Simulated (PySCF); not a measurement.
```json
{"atom": "C", "x (Å)": "2.5382", "y (Å)": "-1.0081", "z (Å)": "-0.4315"}
{"atom": "C", "x (Å)": "1.7683", "y (Å)": "-0.0851", "z (Å)": "-0.4741"}
{"atom": "Si", "x (Å)": "0.5596", "y (Å)": "1.3150", "z (Å)": "-0.5205"}
{"atom": "C", "x (Å)": "-0.7704", "y (Å)": "1.0553", "z (Å)": "0.8320"}
{"atom": "N", "x (Å)": "-1.5329", "y (Å)": "0.0808", "z (Å)": "1.0549"}
{"atom": "C", "x (Å)": "-1.5077", "y (Å)": "-1.0968", "z (Å)": "0.2543"}
{"atom": "H", "x (Å)": "3.2164", "y (Å)": "-1.8123", "z (Å)": "-0.3986"}
{"atom": "H", "x (Å)": "1.2612", "y (Å)": "2.5609", "z (Å)": "-0.1988"}
{"atom": "H", "x (Å)": "-0.0571", "y (Å)": "1.3641", "z (Å)": "-1.8522"}
{"atom": "H", "x (Å)": "-0.9060", "y (Å)": "1.8841", "z (Å)": "1.5250"}
{"atom": "H", "x (Å)": "-1.2967", "y (Å)": "-1.9434", "z (Å)": "0.9097"}
{"atom": "H", "x (Å)": "-0.7700", "y (Å)": "-1.0721", "z (Å)": "-0.5591"}
{"atom": "H", "x (Å)": "-2.5073", "y (Å)": "-1.2418", "z (Å)": "-0.1588"}
```

Geometry: GFN2-xTB.

Level of theory: PBE0/pcSseg-1, SCF density, gas phase, non-relativistic in PySCF 2.14.0.

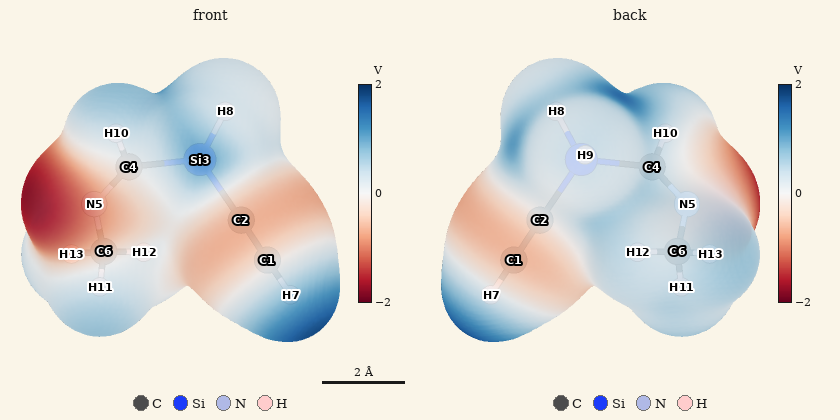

C4H7NSi (SMILES C#C[SiH2]/C=N\C). The molecular electrostatic potential painted on the density surface at 0.002 e/bohr³, seen from the front and from behind; red is negative and blue positive.

Q: Which sites attract a positive test charge, and which a negative one?

A: A positive charge is drawn to the negative regions and a negative charge to the positive ones. The most negative region (about −1.8 V, or −42 kcal/mol for a unit charge) lies over N5, the most positive (about +1.7 V, or +39 kcal/mol for a unit charge) over H7. N5 is the likeliest acceptor of a hydrogen bond.

Q: How polar is the molecule by this calculation?

A: Its dipole moment is 1.30 D.
